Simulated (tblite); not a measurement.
**Run report: C5H6O2, molecular dynamics (part 2 of 2)**

The same run, continued: C5H6O2 (2-pentynoic acid); GFN2-xTB Langevin dynamics, gas phase (tblite 0.8.0). 

Geometry of the input (Å):
```
C  -2.2503  -0.1615  0.0282
C  -1.1046  -1.1727  0.0893
C  0.1762  -0.5194  0.2115
C  1.2239  0.0654  0.3072
C  2.5126  0.6808  0.4388
O  3.5183  0.1066  0.7676
O  2.4745  1.9913  0.1491
H  -2.1228  0.5067  -0.8199
H  -2.2773  0.4369  0.9356
H  -3.1997  -0.6812  -0.0757
H  -1.2363  -1.8425  0.9440
H  -1.0922  -1.7822  -0.8190
H  3.3601  2.3738  0.2478
```

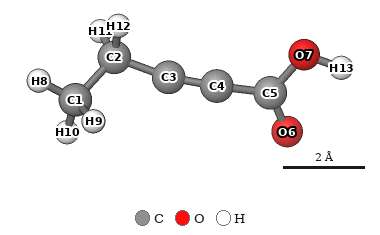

**Figure 1.** The geometry at step 6650 of the log (ball-and-stick view, seen on its broad side; atoms are numbered from 1 in the order of the input).

Trajectory as extended XYZ, continued
```
13
Properties=species:S:1:pos:R:3:forces:R:3 step=4550 time_fs=6825.0 energy=-593.75611 temperature=271.3
C     3.2965   -0.0818    1.2382    0.1870   2.2870  -0.9070
C     2.4463    0.3399    0.0096    1.3530   1.0780  -1.0230
C     1.9678   -0.8219   -0.6536    0.0060  -1.9740  -1.5460
C     1.7321   -1.8332   -1.2929    0.4130   0.8660   0.8150
C     1.3333   -3.1325   -1.7615   -1.7500   0.5490   0.4930
O     1.7640   -4.1907   -1.4250    1.1860  -0.6870   0.0390
O     0.1577   -3.0587   -2.4271   -0.0990  -0.8980  -1.3320
H     2.6188   -0.6674    1.7920    0.0410  -1.0250   0.9370
H     3.5373    0.8486    1.7938   -0.1960  -0.5210  -0.0750
H     4.2644   -0.4979    0.9515   -0.5840  -0.4400   0.0870
H     1.5408    0.8849    0.2955    0.4190   0.4060   0.1400
H     3.0988    0.9615   -0.7676   -1.3220  -0.9550   1.4730
H    -0.0763   -3.9518   -2.8473    0.3450   1.3150   0.9010
13
Properties=species:S:1:pos:R:3:forces:R:3 step=4900 time_fs=7350.0 energy=-593.81617 temperature=259.6
C     2.6243   -0.4747    0.8245   -1.5580   1.7750  -0.9750
C     1.0384   -0.5016    0.7965    0.9750  -0.4470  -1.0960
C     0.7528   -1.7072    0.0337   -0.5690  -1.8210  -0.6580
C     0.6369   -2.7289   -0.6394   -0.0560   2.7870   1.8400
C     0.7483   -3.8745   -1.4569   -0.8440   0.3670   0.1550
O     1.8333   -4.2893   -1.7476    0.2420  -0.8810  -0.5770
O    -0.4568   -4.3706   -1.8401    1.0740  -0.0460   0.0920
H     3.0158   -1.4304    0.9128    0.4620  -1.7740   0.3100
H     2.8740    0.1006    1.6703    0.6450   0.7270   0.9290
H     3.1110   -0.0323   -0.0703   -0.7370  -0.1060   0.4260
H     0.6077   -0.4022    1.7992    0.1900  -0.6610  -0.1850
H     0.5751    0.3038    0.2207    0.3940   0.2950  -0.0560
H    -0.2723   -5.1600   -2.3630   -0.2180  -0.2130  -0.2040
13
Properties=species:S:1:pos:R:3:forces:R:3 step=5250 time_fs=7875.0 energy=-593.78124 temperature=305.0
C     1.4400    0.8738    0.2786    0.0040  -0.8820  -0.3230
C     1.8015   -0.5446    0.7536    0.8410   0.6550  -0.0210
C     2.0235   -1.4513   -0.3286    0.6570  -1.6500  -2.0950
C     2.1375   -2.2044   -1.2944    0.1710   1.0220   2.3600
C     2.0526   -3.3823   -2.0932   -0.6110  -0.8250  -1.4930
O     2.8372   -4.2307   -2.4435    0.6320   0.7290   0.8050
O     0.7872   -3.4840   -2.5579   -0.8060  -1.0720  -1.1230
H     1.1648    1.4034    1.1739    0.1560   0.6680   0.0140
H     0.5593    0.7999   -0.3635    0.2530   0.2640  -0.1060
H     2.3121    1.2870   -0.2710   -0.8170  -0.0140   0.5040
H     2.6180   -0.4359    1.4774    0.5040  -0.2670  -0.4820
H     1.0554   -1.0308    1.3285   -1.3570  -0.1500   0.5690
H     0.6860   -4.2848   -3.2023    0.3740   1.5230   1.3910
13
Properties=species:S:1:pos:R:3:forces:R:3 step=5600 time_fs=8400.0 energy=-593.88869 temperature=305.8
C     1.4551    1.0129   -0.2019   -1.6310   0.0170  -0.4080
C     2.2024   -0.1996    0.2575    0.0600  -0.6260   0.6050
C     2.2479   -1.2638   -0.7258   -0.0480   2.0750   2.0850
C     2.1983   -2.1207   -1.5367   -0.0380  -2.4140  -2.0070
C     2.2272   -3.1584   -2.5399    0.1490  -0.4110  -1.2260
O     3.1923   -3.4351   -3.2365   -1.4170   0.2650   1.0250
O     0.9859   -3.7395   -2.6936    0.9680   1.4560   1.3920
H     1.7436    1.8056    0.4641   -0.1710   0.5940  -0.0550
H     0.3425    0.8693   -0.1501    0.9770   0.1930  -0.1840
H     1.7532    1.1908   -1.2212   -0.1370   0.5770  -0.3060
H     3.2072    0.2161    0.4191    0.0310  -0.8780   0.4390
H     1.6633   -0.5593    1.1675    0.9740  -0.0370  -0.3500
H     0.8940   -4.2877   -3.4511    0.2830  -0.8120  -1.0100
13
Properties=species:S:1:pos:R:3:forces:R:3 step=5950 time_fs=8925.0 energy=-593.78388 temperature=243.5
C     1.7672    0.0992    0.2497    1.9750  -2.1480   0.7880
C     2.0147   -1.4487    0.2996    0.2810   1.5360   0.5900
C     1.7376   -2.0050   -0.9414   -0.3340  -2.2130  -3.9390
C     1.6061   -2.5644   -2.0233   -0.1460   0.4640   0.8900
C     1.5922   -3.2806   -3.3025    1.1900   0.9000   0.2160
O     2.0720   -2.8185   -4.3237   -0.7780  -0.6270   0.9150
O     1.2119   -4.5580   -3.1405    0.1340   0.1540  -0.0300
H     1.9796    0.3965    1.2528    0.3150   0.8260   0.5110
H     0.7658    0.3069    0.0518   -1.2730   0.3780  -0.7680
H     2.5102    0.4244   -0.4569   -0.2400   0.8410  -0.1870
H     3.0223   -1.7360    0.5992    0.3370   0.4150  -0.0970
H     1.3887   -1.8869    1.0148   -1.2160  -0.6480   1.2590
H     1.5252   -5.1064   -3.8763   -0.2430   0.1210  -0.1460
13
Properties=species:S:1:pos:R:3:forces:R:3 step=6300 time_fs=9450.0 energy=-593.68220 temperature=311.5
C     1.6903   -0.6054    1.0974    0.3140  -0.0930   1.9730
C     1.4855   -2.1148    1.1258   -1.5090   0.1940  -0.6050
C     1.2383   -2.6384   -0.2286    0.3130  -1.0440  -0.9250
C     1.0598   -3.1489   -1.3312    1.2180   1.7410   1.9060
C     1.2723   -3.8816   -2.5473   -1.2010  -0.9970   0.6970
O     2.0079   -3.7775   -3.4674    1.1000   0.9330  -0.6590
O     0.4556   -4.9370   -2.4238   -1.0480  -0.2540   1.1120
H     1.8779   -0.3832    2.1795   -0.0830   0.3740  -0.7740
H     0.7559   -0.1364    0.8338    0.1320   0.3800  -0.4340
H     2.5541   -0.2720    0.5558    0.0390   0.1190  -0.5010
H     2.2968   -2.5984    1.6798   -0.1820  -0.2300  -0.5570
H     0.5373   -2.1759    1.7149    0.5630  -0.7120  -0.2850
H     0.5964   -5.6928   -2.9786    0.3450  -0.4110  -0.9480
13
Properties=species:S:1:pos:R:3:forces:R:3 step=6650 time_fs=9975.0 energy=-593.75403 temperature=270.6
C     2.9831   -1.5245    1.3502   -0.0460   1.3450  -1.3100
C     2.5240   -2.9461    1.2662   -0.1610  -1.0950   0.4000
C     2.1278   -3.3094   -0.0684    0.0930  -1.1180  -0.8320
C     1.6438   -3.7450   -1.0960    0.9140   0.9350   2.8370
C     1.3440   -4.4545   -2.2340    0.0850  -0.6010  -3.2590
O     2.0076   -4.3774   -3.2654   -0.7070  -0.1600   0.9390
O     0.2446   -5.2365   -2.1693   -0.0340   0.1850  -0.5030
H     3.0039   -1.2353    2.3761    0.1450   0.4370   0.5970
H     2.2361   -0.8846    0.7921    0.7110  -0.5140   0.7120
H     3.9650   -1.3020    0.8708   -0.6330  -0.5070   0.4240
H     3.1522   -3.6918    1.8309    0.2470   0.5920  -1.2190
H     1.6059   -3.1038    1.8094   -0.8370   0.5190   0.5600
H     0.0347   -5.5390   -3.0835    0.2230  -0.0170   0.6540
13
Properties=species:S:1:pos:R:3:forces:R:3 step=7000 time_fs=10500.0 energy=-593.80826 temperature=288.6
C     3.6323   -1.4227   -0.5386   -0.6730   1.3570   0.0960
C     2.5357   -2.2922    0.0163   -1.5030  -0.3750  -0.8560
C     2.3081   -3.4278   -0.9625   -0.5790  -0.6670  -0.6570
C     2.1251   -4.3255   -1.7968    0.6030   3.6490   3.0650
C     2.1205   -5.4559   -2.6089    0.1020  -1.8450  -0.8640
O     3.1155   -5.9607   -3.0969   -0.9550   0.3530   0.2600
O     0.8705   -6.0078   -2.7050    0.7800   0.1910   0.0630
H     3.7442   -0.5030    0.0385   -0.1140  -0.0450   0.2160
H     3.4051   -1.0950   -1.5457    0.0740  -0.2160  -0.2530
H     4.5379   -1.9275   -0.4798    1.6720  -0.8500  -0.3000
H     2.8311   -2.7183    0.9859   -0.2490   0.0450  -0.2880
H     1.6399   -1.5719    0.1678    0.8220  -1.6870  -0.3150
H     0.9259   -6.8911   -3.0984    0.0200   0.0900  -0.1650
13
Properties=species:S:1:pos:R:3:forces:R:3 step=7350 time_fs=11025.0 energy=-593.97871 temperature=253.4
C     3.0086   -1.9968   -1.0678    0.4250  -0.2890   0.8790
C     1.7272   -2.8065   -1.2591   -0.4500   0.4580   0.7050
C     1.9260   -4.0804   -1.8265    0.9820  -2.4920  -1.1110
C     2.2175   -5.1736   -2.2832   -0.4350   1.4420   0.7590
C     2.5281   -6.5451   -2.5080   -2.4590  -0.1200   0.5630
O     3.5845   -7.0077   -2.7460    1.7220  -0.6900  -0.5150
O     1.3999   -7.3306   -2.3179    0.6910   0.7520  -0.2460
H     2.8362   -0.9536   -1.1119   -0.6070   1.1090  -0.0140
H     3.7679   -2.1598   -1.8182    0.0590  -0.5730  -0.1660
H     3.4415   -2.1641   -0.0614   -0.1230  -0.2570  -0.6310
H     1.2307   -3.0285   -0.3004    0.1950   0.3440   0.0980
H     0.9760   -2.2950   -1.8464   -0.0680   0.4550  -0.3400
H     1.6249   -8.2553   -2.4755    0.0690  -0.1380   0.0180
13
Properties=species:S:1:pos:R:3:forces:R:3 step=7700 time_fs=11550.0 energy=-593.75583 temperature=321.5
C     4.0773   -2.4403   -1.2597   -1.0400   1.0890  -1.4420
C     2.7807   -2.7981   -2.1726    2.1610   2.6400   0.4780
C     2.7012   -4.1593   -2.5322    0.1510  -0.5740   0.0690
C     2.6512   -5.3483   -2.7228    0.9560  -1.8360   0.2380
C     2.9401   -6.8176   -2.7158   -1.9470   0.9230  -0.7440
O     3.9704   -7.3561   -2.4510    0.1560   0.2600   0.1400
O     1.7997   -7.5041   -3.0722    0.5990   1.5990   0.3030
H     4.1691   -1.3318   -1.1944   -0.4090  -0.6210  -0.0760
H     5.0277   -2.7435   -1.6666   -0.0480  -0.5690  -0.3470
H     3.9717   -2.7955   -0.2781   -0.1770  -0.6830   1.1050
H     1.9179   -2.4267   -1.6299   -0.2690  -0.2520   0.1080
H     2.9449   -2.0693   -3.0138   -0.4440  -1.0420   0.1280
H     1.8909   -8.4404   -2.9673    0.3100  -0.9320   0.0400
13
Properties=species:S:1:pos:R:3:forces:R:3 step=8050 time_fs=12075.0 energy=-593.92777 temperature=263.9
C     4.5510   -2.3335   -0.7878    1.3130   0.7240   0.8240
C     3.3464   -2.5098   -1.7284    0.8720   1.2360   1.2540
C     3.3497   -3.8384   -2.1756   -0.4340  -2.2570  -0.9240
C     3.1657   -4.9882   -2.5068   -0.0050  -0.7480   0.4550
C     3.0104   -6.4527   -2.6381    1.3970   0.9260  -0.6250
O     3.9363   -7.2403   -2.6131   -0.9080   0.6080   0.2260
O     1.7502   -6.7788   -2.9037   -0.1250   0.7720   0.2580
H     4.7527   -1.3053   -0.3457   -0.7450  -0.9180  -0.8940
H     5.4748   -2.5936   -1.3324   -0.3450   0.0050   0.2670
H     4.4846   -2.9793    0.1054   -0.1000   0.0310  -0.5930
H     2.4631   -2.4331   -1.1045   -0.4980   0.5820  -0.1960
H     3.4139   -1.7903   -2.5445   -0.3030   0.0110   0.0690
H     1.6776   -7.7189   -3.0096   -0.1180  -0.9720  -0.1190
13
Properties=species:S:1:pos:R:3:forces:R:3 step=8400 time_fs=12600.0 energy=-593.89440 temperature=263.4
C     6.1022   -1.9283   -0.6833   -0.2330  -1.1360   0.2200
C     4.5830   -2.2420   -0.4324    1.6660  -0.7160   0.4200
C     4.0446   -3.4449   -1.0209    1.0960   1.8230   0.5880
C     3.7613   -4.5222   -1.4307   -0.9290  -2.3210  -0.7390
C     3.0572   -5.7671   -1.6915   -0.5330   1.9740   0.2180
O     3.3878   -6.8634   -1.3861    0.8470  -1.2430   0.1520
O     1.8218   -5.5174   -2.1778    0.0810  -1.2630  -0.3430
H     6.3987   -1.1704    0.0159   -0.0640   0.7100   0.0150
H     6.2331   -1.6224   -1.7063    0.1940   0.1910  -0.2160
H     6.8206   -2.7469   -0.4618   -0.8710   0.0410  -0.3240
H     4.5239   -2.4189    0.6488   -0.4250   0.3570  -0.0560
H     4.0503   -1.3868   -0.7794   -0.6100   0.5760   0.0650
H     1.4661   -6.4396   -2.2998   -0.2190   1.0070   0.0000
```

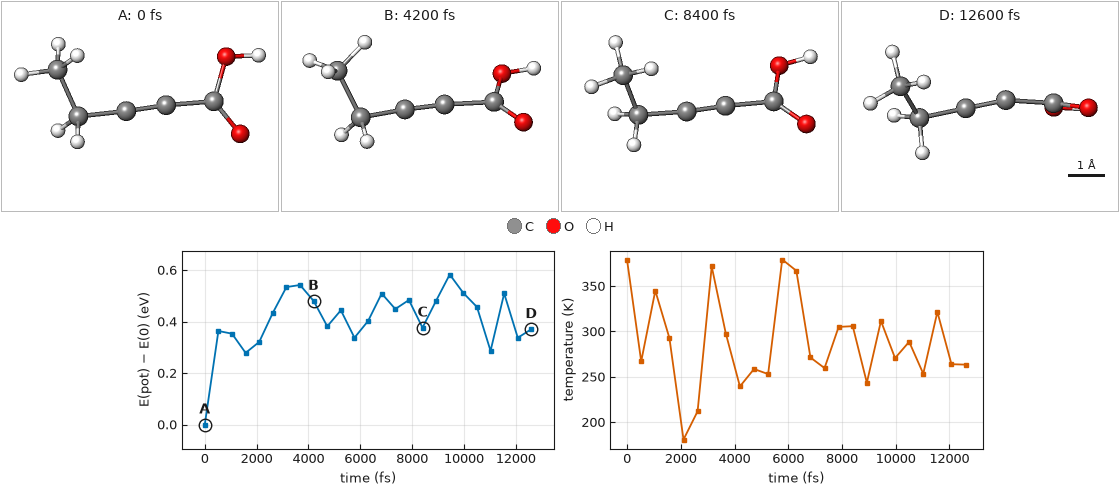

**Figure 2.** Frames of the molecular dynamics (ball-and-stick, seen at a tilt) above the curves, on which the letters mark them. The trajectory kept here has 25 frames over 12600 fs. The temperature starts at 378 K, ranges from 181 to 379 K and averages 287 K over the second half. The potential energy ends 0.370 eV above its first value. After an unweighted best fit of the last frame on the first, the root-mean-square displacement is 1.17 Å, and H8 has moved furthest (2.20 Å).

Summary

- outcome: finished
- mean temperature over the second half: 287 K
- trajectory: 25 frames kept, 12600 fs
- hardware: 1 CPU thread, shared host
- wall time: 38 s
- peak memory: 0.49 GiB
